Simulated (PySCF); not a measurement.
# Excited-state calculation, with input and output: C₁₀H₁₂Si

System: C₁₀H₁₂Si, SMILES [SiH3]CC1=CCc2ccccc21.
Method: TDDFT CAM-B3LYP/def2-SVPD, vertical, gas phase, core orbitals frozen in the response (PySCF 2.14.0).

The geometry comes from this level: PBE0-D3(BJ)/def2-SVP. It belongs to a series of runs on one base structure; here: H on C replaced by CH2SiH3.

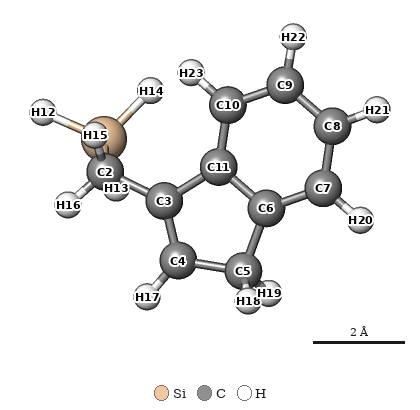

**Figure 1.** The structure as given in the input (ball-and-stick view, seen at a tilt; atoms are numbered from 1 in the order of the input).

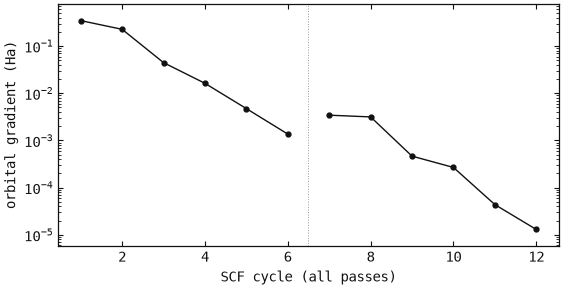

**Figure 2.** Convergence of the self-consistent field: orbital gradient against the SCF cycle. The dotted line marks the change from a coarse to the final integration grid. The first 6 cycles use a coarse grid, the final grid takes over at cycle 7, and the field converges after 12 cycles in all.

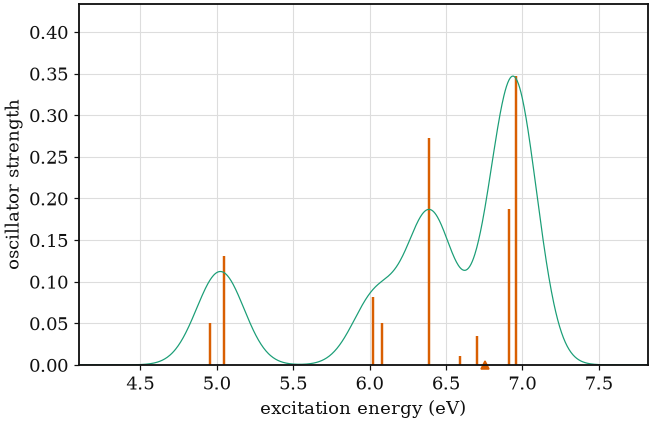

**Figure 3.** Computed excitations as sticks (degenerate states added up, dark ones marked on the axis), with a Gaussian envelope of 0.35 eV full width at half maximum, scaled to the tallest. Of the 10 states the lowest lies at 4.96 eV (f = 0.050); the strongest line is at 6.96 eV, or 178 nm (f = 0.347).

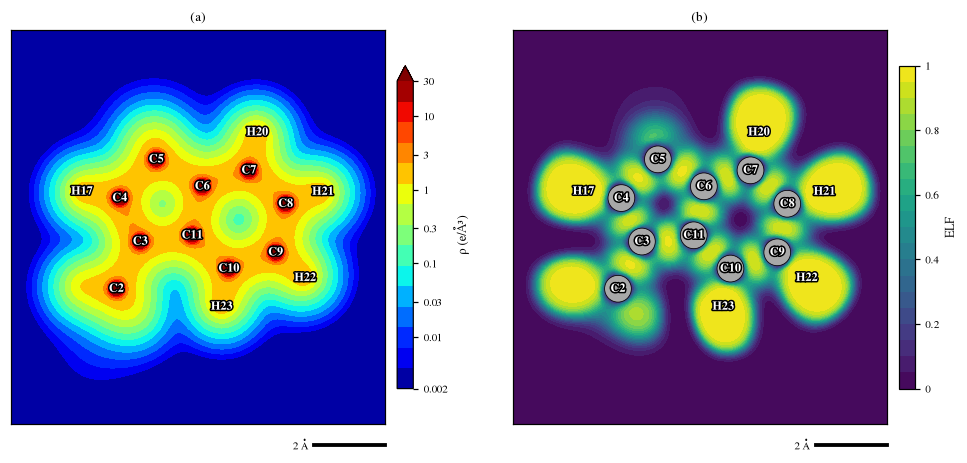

**Figure 4.** (a) electron density; (b) electron localisation function on the plane of atoms C8, C9 and C10. Grey discs, where drawn, cover atomic cores. C–H (1.09 Å): ρ is about 1.9 e/Å³ halfway; the ELF climbs to about 1 towards the hydrogen, as it does in any bond to H; a covalent bond by its length. C–C (1.39 Å): ρ at the midpoint is about 2.1 e/Å³; the ELF peaks at about 0.95 between the atoms, which marks a covalent bond. C–C (1.47 Å): ρ at the midpoint is about 1.8 e/Å³; the ELF peaks at about 0.95 between the atoms, which marks a covalent bond.

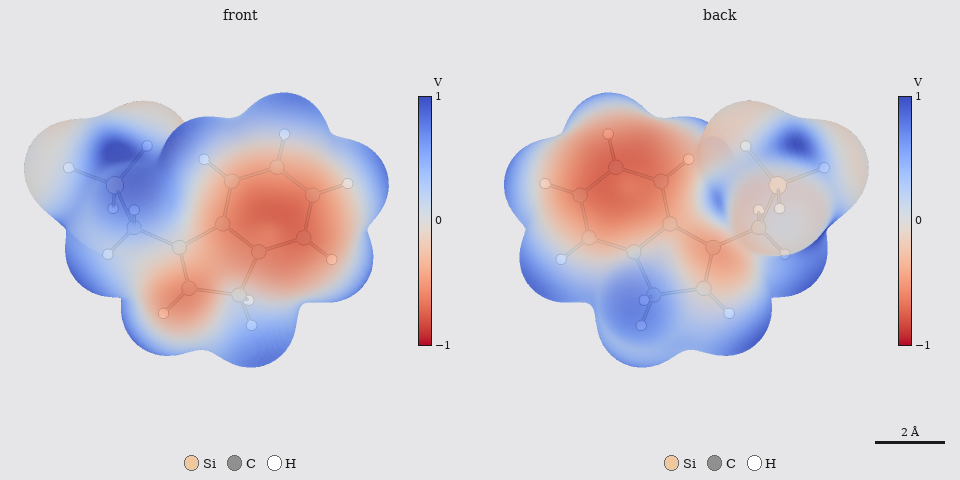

**Figure 5.** The electrostatic potential painted on the density surface at 0.002 e/bohr³, seen at a tilt and from behind; red is negative and blue positive.

These pictures come from the run below.

The input
```
{"job": {"kind": "uv", "xc": "CAM-B3LYP", "basis": "def2-SVPD", "ip": false}, "charge": 0, "multiplicity": 1}
Si     3.296627     1.465457     0.488940
C      2.364978     1.049597    -1.110727
C      1.213302     0.132306    -0.879137
C      1.169899    -1.208355    -1.060780
C     -0.162804    -1.770991    -0.667696
C     -0.921954    -0.555554    -0.220147
C     -2.219415    -0.422699     0.254536
C     -2.682744     0.850079     0.602729
C     -1.856162     1.968648     0.473934
C     -0.550757     1.840697    -0.003285
C     -0.086753     0.571529    -0.349419
H      4.460827     2.353459     0.179244
H      3.801986     0.206893     1.115178
H      2.406343     2.167879     1.460970
H      2.028687     1.994573    -1.570501
H      3.092003     0.596849    -1.803550
H      1.991280    -1.817203    -1.443003
H     -0.664239    -2.284481    -1.508260
H     -0.075637    -2.522095     0.138762
H     -2.871458    -1.294414     0.356212
H     -3.701460     0.971596     0.978628
H     -2.236422     2.954798     0.750733
H      0.090516     2.720404    -0.098923
```

The first line tells a small driver script what to run in PySCF; the rest is the geometry in Å.

Launched with:
```bash
OMP_NUM_THREADS=1 python <driver script> task.json out
```

The program's output
```
coarse grid: 19928 points
cycle   1  E = -677.0338987333  dE =  1.932e+00  |g| = 3.462e-01  |ddm| = 2.672e+01
cycle   2  E = -677.0599891074  dE = -2.609e-02  |g| = 2.264e-01  |ddm| = 5.034e+00
cycle   3  E = -677.0737952837  dE = -1.381e-02  |g| = 4.453e-02  |ddm| = 1.513e+00
cycle   4  E = -677.0743384955  dE = -5.432e-04  |g| = 1.624e-02  |ddm| = 3.940e-01
cycle   5  E = -677.0744023940  dE = -6.390e-05  |g| = 4.730e-03  |ddm| = 7.451e-02
cycle   6  E = -677.0744081498  dE = -5.756e-06  |g| = 1.364e-03  |ddm| = 2.123e-02
final grid: 188472 points
cycle   7  E = -677.1941557220  dE = -4.615e-05  |g| = 3.430e-03  |ddm| = 3.530e-01
cycle   8  E = -677.1941565652  dE = -8.432e-07  |g| = 3.153e-03  |ddm| = 3.442e-02
cycle   9  E = -677.1941590945  dE = -2.529e-06  |g| = 4.649e-04  |ddm| = 1.526e-02
cycle  10  E = -677.1941591376  dE = -4.303e-08  |g| = 2.680e-04  |ddm| = 3.254e-03
cycle  11  E = -677.1941591575  dE = -1.989e-08  |g| = 4.374e-05  |ddm| = 1.312e-03
cycle  12  E = -677.1941591580  dE = -5.055e-10  |g| = 1.299e-05  |ddm| = 2.323e-04
converged SCF energy = -677.1941591580

Static polarisability (au): isotropic 141.321, principal 96.011 157.214 170.738

Singlet excitations
state   eV       nm        f      main configurations
  1   4.9578    250.1   0.05029   H->L+1 0.44, H->L 0.39, H-1->L 0.12
  2   5.0473    245.6   0.13069   H->L 0.53, H-1->L 0.22, H->L+1 0.18
  3   6.0222    205.9   0.08191   H-1->L 0.37, H->L+1 0.28, H->L+2 0.20
  4   6.0787    204.0   0.05019   H->L+2 0.57, H-1->L 0.14, H->L+3 0.10
  5   6.3923    194.0   0.27296   H-1->L+1 0.68, H-2->L 0.15
  6   6.5910    188.1   0.01016   H->L+4 0.77
  7   6.7036    185.0   0.03444   H-2->L 0.32, H->L+3 0.28, H->L+6 0.16
  8   6.7546    183.6   0.00185   H->L+5 0.73
  9   6.9153    179.3   0.18701   H->L+3 0.25, H->L+8 0.18, H->L+6 0.17
 10   6.9591    178.2   0.34692   H->L+6 0.42, H-2->L 0.25, H-1->L+1 0.12

Triplet excitations (Tamm-Dancoff, eV): 3.2598 4.2938 4.4368 4.7444
```

Results in brief

```csv
quantity,value
outcome,converged
total energy,−677.194159 hartree
HOMO,−7.36 eV
LUMO,0.30 eV
dipole moment,0.82 D
mean polarisability,141.32 a.u.
lowest singlet excitation,4.96 eV
hardware,"1 CPU thread, shared host"
wall time,4.9 min
peak memory,1.8 GiB
```
